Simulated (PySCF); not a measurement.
Input

```
{"job": {"kind": "uv", "xc": "CAM-B3LYP", "basis": "def2-SVPD", "nstates": 8, "ntriplets": 3}, "charge": 0, "multiplicity": 1}
C      2.611161     0.473379     0.425839
C      1.342265     0.243511     0.077779
C      0.591411    -0.877042     0.563146
F      1.243008    -1.656229     1.457153
P     -1.000613    -1.408872     0.285035
C     -1.526181    -0.228767    -1.015165
F     -0.725185    -0.000626    -2.075761
C     -2.758475     0.274912    -1.029036
F     -3.297070     1.041058    -1.960088
F     -3.600106     0.082484    -0.022742
H      3.145992     1.329204     0.054399
H      3.142698    -0.188603     1.088728
H      0.826706     0.916076    -0.589512
```

Run with:

```sh
OMP_NUM_THREADS=1 python probes_run.py task.json out
```

Geometry: GFN2-xTB.

The calculation used CAM-B3LYP/def2-SVPD, SCF density, gas phase in PySCF 2.14.0.

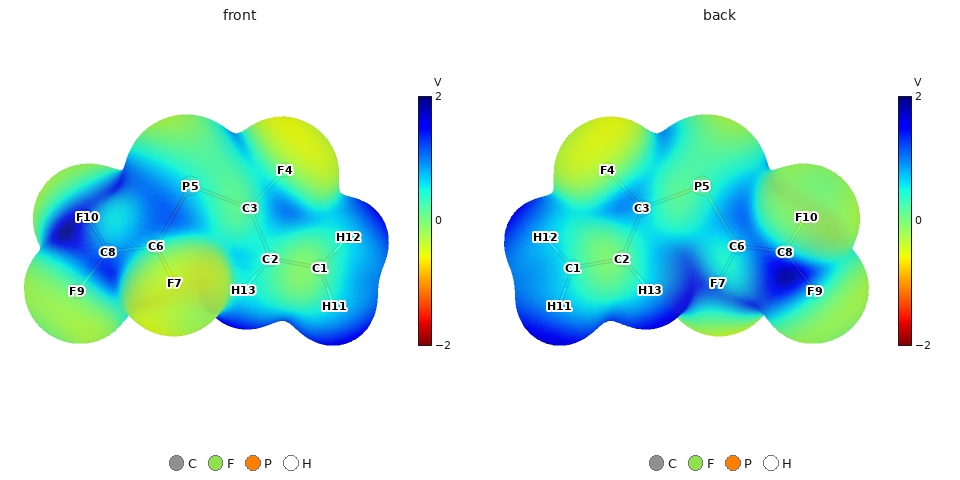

C₅H₃F₄P (SMILES C=C/C(F)=P\C(F)=C(F)F). The molecular electrostatic potential painted on the density surface at 0.004 e/bohr³, seen from the front and from behind; red is negative and blue positive.

> Which sites attract a positive test charge, and which a negative one?

A positive charge is drawn to the negative regions and a negative charge to the positive ones. The most negative region (about −0.5 V, or −12 kcal/mol for a unit charge) lies over F4, the most positive (about +1.8 V, or +42 kcal/mol for a unit charge) over the π face of C8.

> How polar is the molecule by this calculation?

Its dipole moment is 1.78 D.
